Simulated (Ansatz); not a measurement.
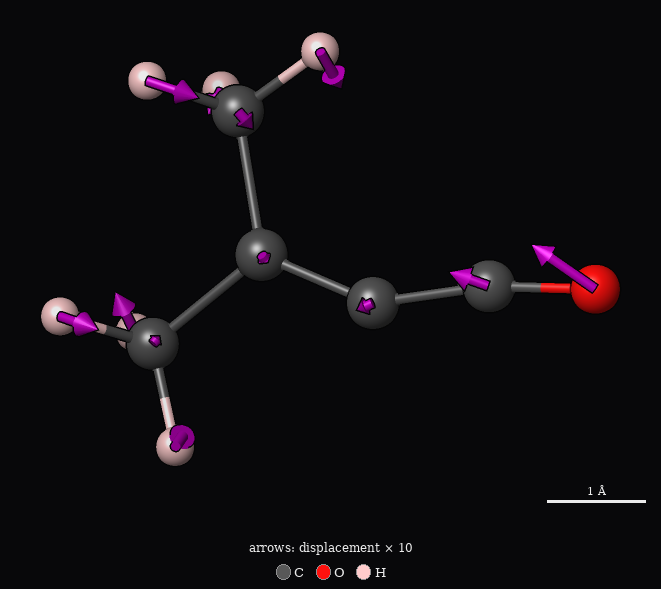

This is a relaxation of C5H6O. The starting structure is drawn; purple arrows show the displacements, magnified 10 times. The two geometries are superimposed by the best rigid fit.

The picture is a ball-and-stick view, seen at a tilt.

The start comes from PBE-D4/def2-SVP.

The calculation used Ansatz, RKS PBE0-D4/def2-TZVP. Set-up: force threshold 0.005 eV/Å; at most 150 steps.

Question: What happened in the run?

Answer: The atom that moves furthest after the best rigid fit is the O atom (0.083 Å). Largest moves by element: O 0.083 Å, H 0.062 Å, C 0.046 Å. Near-neighbour distances that change, for instance: C–C 1.351 → 1.330 Å, C–O 1.187 → 1.167 Å, C–H 1.105 → 1.088 Å, C–C 1.302 → 1.285 Å. After 8 geometry steps the energy has fallen by 0.081 eV. The largest force component goes from 1.7 to 0.0047 eV/Å.
